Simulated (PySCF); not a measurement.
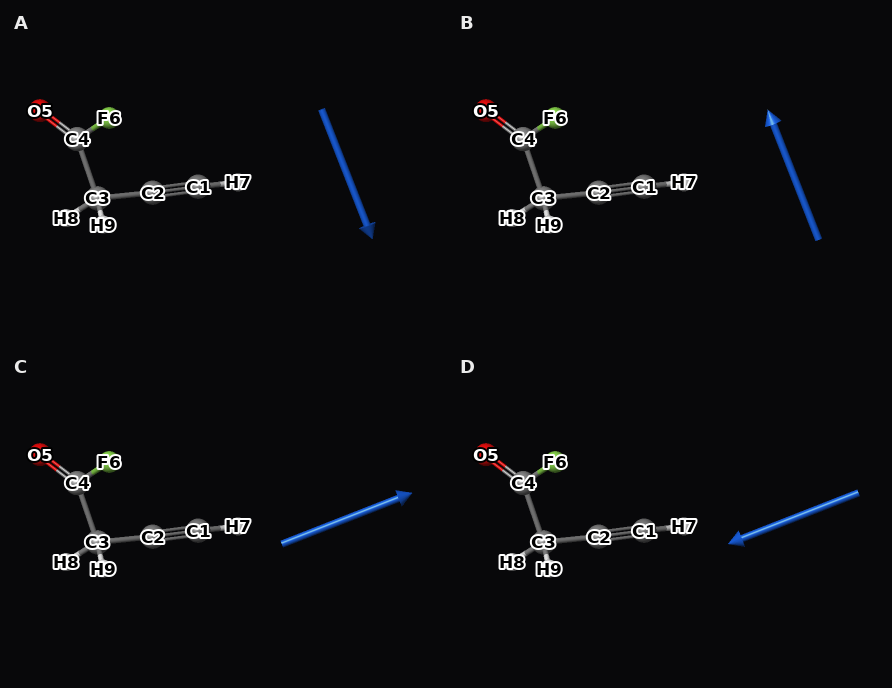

The same molecule four times, each with an arrow. The geometry was computed by an optimisation with GFN2-xTB. No frequency run is at hand to confirm it as a minimum. Method: B3LYP/def2-SVPD, gas phase (PySCF 2.14.0).

### Which arrow points along the dipole moment, from the negative to the positive end?

A. The dipole moment is 2.78 D; it points from the side of O5 to the side of H7 (the outermost atoms at the two ends).
